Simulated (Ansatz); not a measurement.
**SnH3F (SnFH3) at wB97X/STO-3G**

Aim: the energy change on altering one bond length of SnH3F (SnFH3) at wB97X/STO-3G, from 2 runs. 

The results are computed with Ansatz 0.2.0.

50 further runs of the same task are left out: 7 that didn't finish, 43 set aside as unsound or not needed.

### Step 1. The structure to begin with

SnH3F has 5 atoms, charge 0, and is taken as a singlet. As SMILES, `[H][Sn]([H])([H])[F]`. Geometry: a GFN2-xTB relaxation, a rough one for these elements and not checked as a minimum.

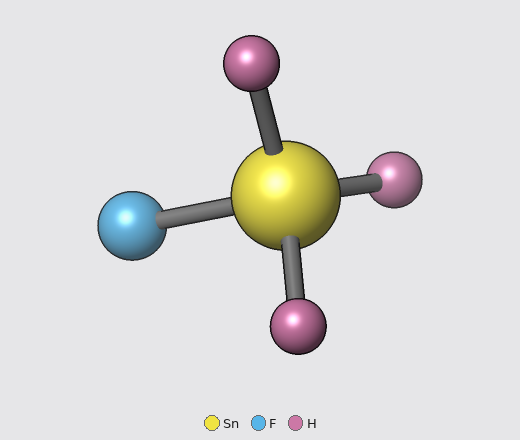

Viewed from a chosen angle; tin yellow, fluorine blue, hydrogen pink.

### Step 2. The energy at wB97X/STO-3G

Contents of run.yaml:

```yaml
crystal:
  periodic: [false, false, false]
  atoms:
    - {symbol: Sn, position_ang: [-0.002590, 0.002420, -0.166930]}
    - {symbol: F, position_ang: [0.011740, -0.019270, 1.757340]}
    - {symbol: H, position_ang: [1.619230, 0.010970, -0.538180]}
    - {symbol: H, position_ang: [-0.817750, 1.408460, -0.512480]}
    - {symbol: H, position_ang: [-0.810630, -1.402580, -0.539750]}
basis:
  gaussian: {orbitals: STO-3G}
hamiltonian: {xc: {name: wB97X}}
accuracy: high
```

On the command line:

```bash
$ ansatz run run.yaml --threads 1 --pin off --max-ram 2610MiB --events-out events.jsonl --progress --plain --runs-dir runs
```

Output:

```text
Warning: RAYON_NUM_THREADS=1 ignored (pool sized by the plan → 1); use --threads N
Functional definition: wB97X
  name "wB97X"
  parameter omega = 0.3/bohr
  parameter cx = 0.157706
  parameter cx1 = 0.726479
  parameter cx2 = 1.04760
  parameter cx3 = -5.70635
  parameter cx4 = 13.2794
  parameter css1 = -4.33879
  parameter css2 = 18.2308
  parameter css3 = -31.7430
  parameter css4 = 17.2901
  parameter cos1 = 2.37031
  parameter cos2 = -11.3995
  parameter cos3 = 6.58405
  parameter cos4 = -3.78132
  exchange = spin_sum(e_x_unif_sr(omega)*poly(b97_u_x, 1 - cx, cx1, cx2, cx3, cx4)) + cx*exact_x_sr(omega)
      + exact_x_lr(omega)
  correlation = spin_sum(e_c_pw_same_spin*poly(b97_u_same, 1, css1, css2, css3, css4))
      + integral(e_c_pw_opposite_spin*poly(b97_u_opposite, 1, cos1, cos2, cos3, cos4))
640 factors; integrals over basis functions are off by at most 4.9e-9 eV
144 factors; integrals over basis functions are off by at most 7.0e-10 eV
mean field evaluation 1: about -165053.3868 eV, gradient 1.6e1 eV
mean field evaluation 2: about -165054.5610 eV, gradient 1.1e1 eV
mean field evaluation 4: about -165054.9978 eV, gradient 1.3e-1 eV
mean field evaluation 8: about -165054.9120 eV, gradient 2.2e-3 eV
mean field evaluation 16: about -165054.9120 eV, gradient 1.4e-8 eV
mean field -165054.91204133 eV, -6065.6561392814 hartree, gradient 1.4e-8 eV, S^2 0.000000; 0 other end points of the search recorded, 0 dependent functions left out
reference -165054.91203977 eV, -6065.6561392239 hartree; 31, 31 occupied and 4, 4 virtual orbitals, 640 factors
Total energy: -165054.91203977 eV, -6065.6561392239 hartree
```

It took 13 s on 1 thread of Arm Neoverse N1, shared host; peak memory 0.27 GiB.

### Step 3. The distorted shape, same level

Contents of job.yaml:

```yaml
crystal:
  periodic: [false, false, false]
  atoms:
    - {symbol: Sn, position_ang: [0.201214, -0.349114, -0.080537]}
    - {symbol: F, position_ang: [0.215544, -0.370804, 1.843733]}
    - {symbol: H, position_ang: [1.823034, -0.340564, -0.451787]}
    - {symbol: H, position_ang: [-0.817750, 1.408460, -0.512480]}
    - {symbol: H, position_ang: [-0.606826, -1.754114, -0.453357]}
basis:
  gaussian:
    orbitals: STO-3G
total_charge: 0
magnetization:
  spin_polarized: false
hamiltonian:
  xc: {name: wB97X}
accuracy: high
```

On the command line:

```bash
$ ansatz run job.yaml --threads 1 --pin off --max-ram 2610MiB --events-out events.jsonl --progress --plain --runs-dir runs
```

Output, shortened:

```text
Warning: RAYON_NUM_THREADS=1 ignored (pool sized by the plan → 1); use --threads N
[... 2 set-up lines as earlier in the session ...]
[...]
      + exact_x_lr(omega)
[...]
      + integral(e_c_pw_opposite_spin*poly(b97_u_opposite, 1, cos1, cos2, cos3, cos4))
640 factors; integrals over basis functions are off by at most 4.9e-9 eV
145 factors; integrals over basis functions are off by at most 7.5e-10 eV
[...]
mean field -165053.76854261 eV, -6065.6141164784 hartree, gradient 4.6e-8 eV, S^2 0.000000; 0 other end points of the search recorded, 0 dependent functions left out
reference -165053.76854100 eV, -6065.6141164191 hartree; 31, 31 occupied and 4, 4 virtual orbitals, 640 factors
Total energy: -165053.76854100 eV, -6065.6141164191 hartree
```

It took 13 s on 1 thread of Arm Neoverse N1, shared host; peak memory 0.27 GiB.

### Step 4. Summary of results

At wB97X/STO-3G:

| quantity | value |
| --- | --- |
| first shape: total energy | -6065.65614 Eh |
| distorted shape: total energy | -6065.61412 Eh |
| energy change with the Sn1–H4 bond stretched from 1.662 to 2.077 Å | 1.143 eV |

With the Sn1–H4 bond stretched from 1.662 to 2.077 Å the energy rises by 1.14 eV (110 kJ/mol). The first shape isn't relaxed at this level, so the change isn't measured from a minimum. The minimal basis adds a large error of its own. Relativity is left out (first shape) although the molecule holds a heavy atom. Relativity is left out (distorted shape) although the molecule holds a heavy atom.
